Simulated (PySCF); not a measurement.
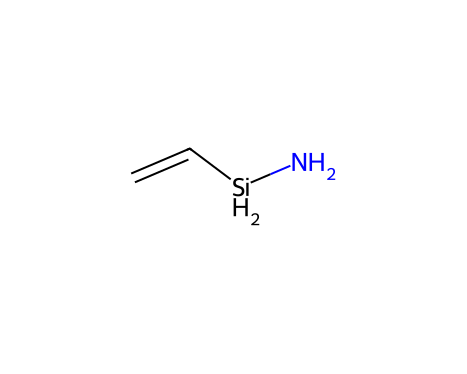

2D structure.

Question: Give its SMILES.

Answer: C=C[SiH2]N

Question: What is the molecular formula?

Answer: C2H7NSi.

Question: An optimisation with PBE0-D3(BJ)/def2-SVP gave a structure of which point group?

Answer: C1. Other conformers may differ.

The parts below concern this one geometry. Atoms keep their numbers from picture to picture. Computed geometry: PBE0-D3(BJ)/def2-SVP optimisation. No frequency run is at hand to confirm it as a minimum.

**Geometry**

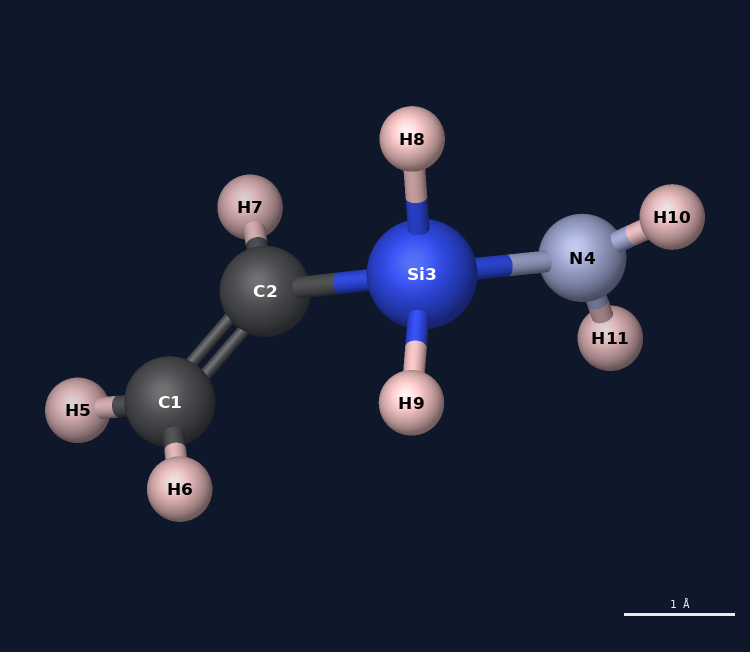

Atoms carry their numbers in the input. No frequency run is at hand to confirm it as a minimum.

Give the bond lengths.

| bond | length (Å) | order |
| --- | --- | --- |
| C1–C2 | 1.338 | double |
| C1–H5 | 1.096 | single |
| C1–H6 | 1.097 | single |
| C2–Si3 | 1.868 | single |
| C2–H7 | 1.098 | single |
| Si3–N4 | 1.733 | single |
| Si3–H8 | 1.496 | single |
| Si3–H9 | 1.505 | single |
| N4–H10 | 1.014 | single |
| N4–H11 | 1.014 | single |

**NMR shielding**

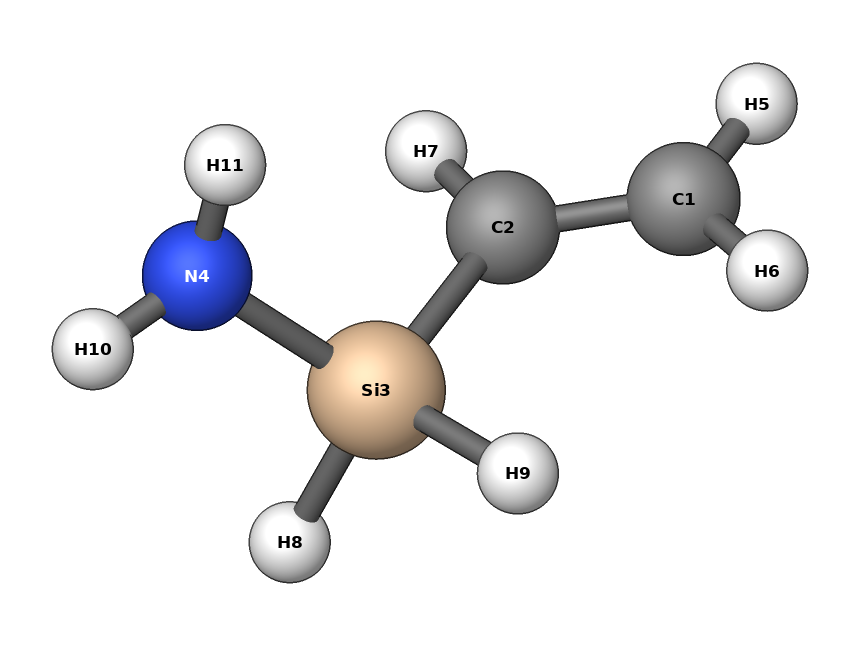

No frequency run is at hand to confirm it as a minimum. Properties computed with GIAO mPW1PW91/pcSseg-2 NMR shielding, non-relativistic, gas phase (PySCF 2.14.0). Principal shieldings σ11 ≤ σ22 ≤ σ33, span Ω = σ33 − σ11, skew κ = 3(σiso − σ22)/Ω.

Give the shielding tensors of the N atoms.

```
atom    σ11    σ22    σ33   σiso     Ω      κ
  N4  222.5  252.9  275.2  250.2  52.7  −0.15
```

Shieldings and span in ppm.

**Quadrupole coupling**

No frequency run is at hand to confirm it as a minimum. Electric field gradients from the ground-state density, PBE0/6-31G (PySCF 2.14.0), non-relativistic apart from any core potentials.

Give the largest field-gradient component, the quadrupole coupling constant and the asymmetry for 14N at N4 (Q = 20.44 mb).

```tsv
atom	V_zz (a.u.)	e²qQ/h (MHz)	η
N4	−0.956	−4.59	0.20
```

**Dipole moment**

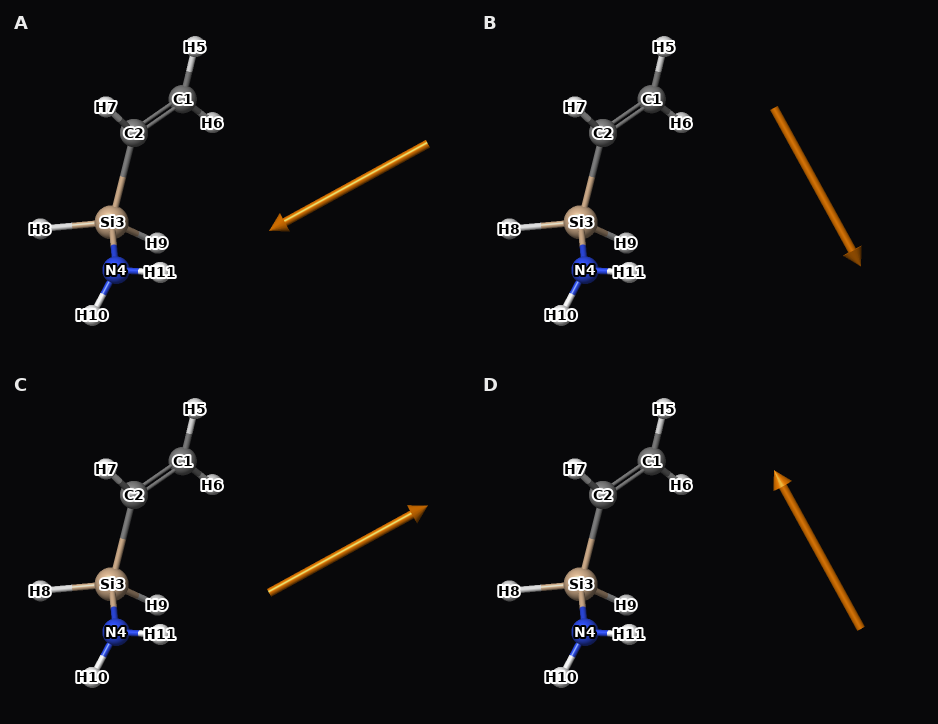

The same molecule four times, each with an arrow. No frequency run is at hand to confirm it as a minimum. Level of theory: PBE0/STO-3G, gas phase (PySCF 2.14.0).

Question: Which arrow points along the dipole moment, from the negative to the positive end?

Answer: B. The dipole moment is 1.02 D; it points from the side of H5, H7 to the side of H10, H11 (the outermost atoms at the two ends).
